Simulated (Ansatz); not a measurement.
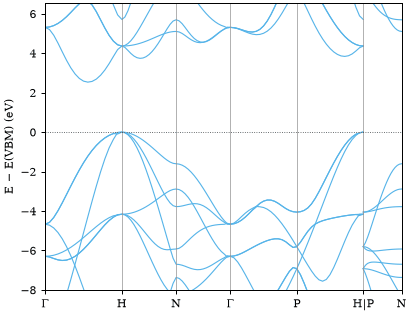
Figure: Band structure from r²SCAN in the plane-wave PAW code Ansatz

Question: Read off the gap and where the band edges lie.

Answer: About 2.5 eV (2.53 eV by a search for the band edges); maximum at H, minimum on the Γ–H line, 56 % of the way from Γ.

The material is C in space group Im-3m (No. 229; C on 12d).

The start of the workflow was typed in or built on a structure type; neither database checked (COD, Materials Project) lists it. It is not the phase usual at ambient conditions (space group No. 194, 227). The cell was relaxed with r²SCAN under the symmetry of its start; whether a distortion lowers the energy is not shown.

Potentials: the earlier of the program's two PAW sets.
